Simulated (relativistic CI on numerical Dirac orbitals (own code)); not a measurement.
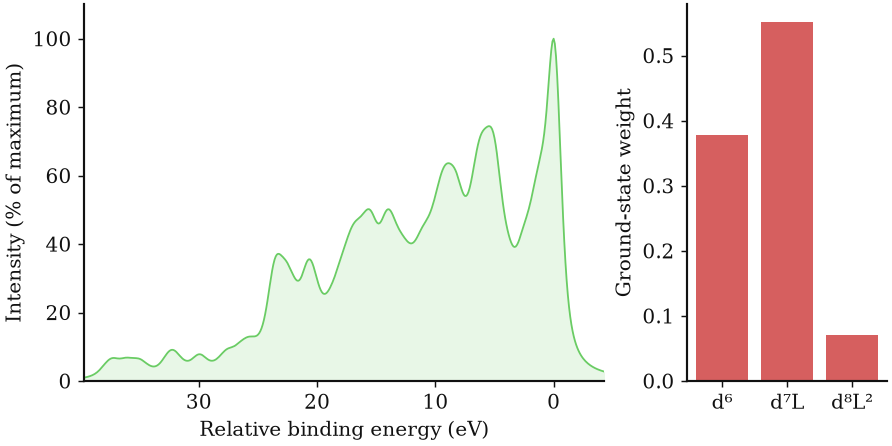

3p photoemission of nominal Ni⁴⁺ (d⁶) with Δ = −0.4, U_dd = 7.6, U_pd = 11.4, 10Dq = 0.95 (ligand 0.1), V(eg) = 1.95, V(t2g) = −0.86 eV, final-state hopping scaled by 0.9. Charge-transfer multiplet model of a cubic metal–ligand cluster, up to 2 ligand holes (L), atomic integrals computed for Dirac–Coulomb–Breit ions and scaled by 0.7, 300 K, Voigt broadening (Lorentzian 0.9 eV, Gaussian 0.8 eV). Energies are counted from the highest peak in the lower part of the range.

What does the figure show?

The main maxima lie at 0.0 eV (100), 5.5 eV (74), 8.9 eV (64), 14.0 eV (50), 15.7 eV (50), 20.7 eV (36), 23.3 eV (37), 29.9 eV (8) and 32.2 eV (9), heights in % of the largest. The ground state is 38 % d⁶, 55 % d⁷L and 7 % d⁸L², with 6.69 d electrons and S = 0.73.
